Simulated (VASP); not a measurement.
Band structure of AgI (space group F-43m). These are PBE GGA, VASP's PBE PAW potentials (set 64) (plane waves; VASP) values and carry that method's errors.

Unless said otherwise, spin-orbit coupling is left out, though it shifts the bands of the heavy elements here.

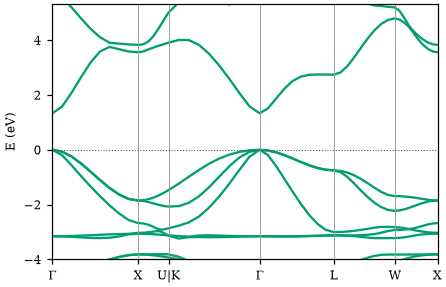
Figure: Bands along high-symmetry lines, zero at the valence-band maximum or, without a gap, the Fermi level

Task: Read the plot: is there a gap, and where are the band edges?

Result: The gap is direct, 1.33 eV, from the valence maximum at Γ to the conduction minimum at Γ.

The structure comes from a computed database's AgI entry; how it stands against other phases isn't given here. The cell was not relaxed at this level.
